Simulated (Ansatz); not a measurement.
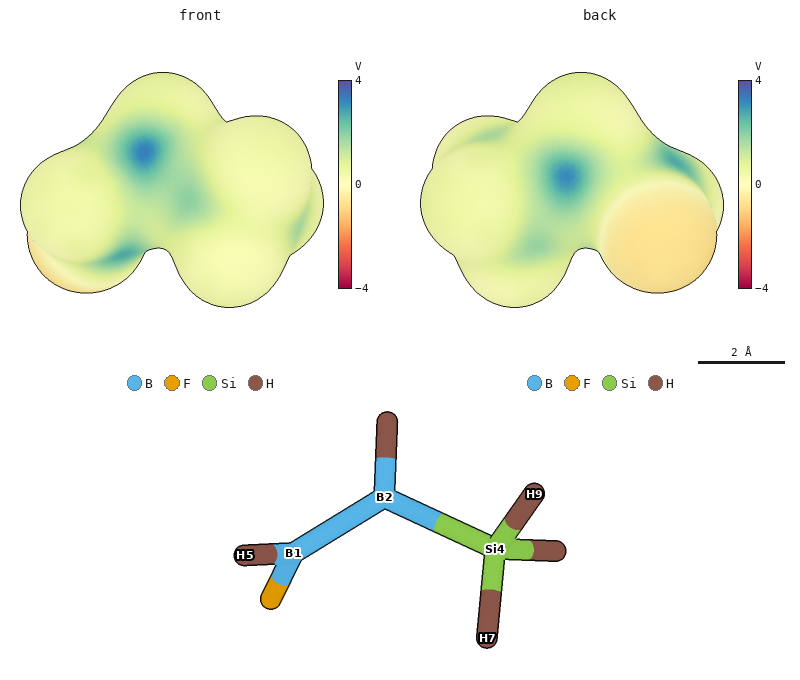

Figure 1: B₂FH₅Si. The electrostatic potential painted on the density surface at 0.004 e/bohr³, seen from the front and from behind; red is negative and blue positive. The bare structure is drawn below in the same view.

Geometry: B3LYP-D3(BJ)/6-311G**.

All numbers below come from isolated molecule in a Gaussian basis; Kohn-Sham density functional theory, functional PBE0 (Ansatz).

```xyz
9

B     2.3557    0.0697   -0.2530
B     1.2223    0.4200    0.9062
F     3.6738    0.2157   -0.0914
Si    0.6084   -0.9197    2.2901
H     1.9972   -0.3865   -1.3092
H     0.6657    1.4765    0.9395
H     1.1343   -2.2959    2.0934
H     1.1077   -0.4151    3.6022
H    -0.8772   -0.9873    2.3534
```

Which sites attract a positive test charge, and which a negative one?

Answer. A positive charge is drawn to the negative regions and a negative charge to the positive ones. The most negative region (about −0.8 V, or −18 kcal/mol for a unit charge) lies over F3, the most positive (about +3.1 V, or +71 kcal/mol for a unit charge) over B2.
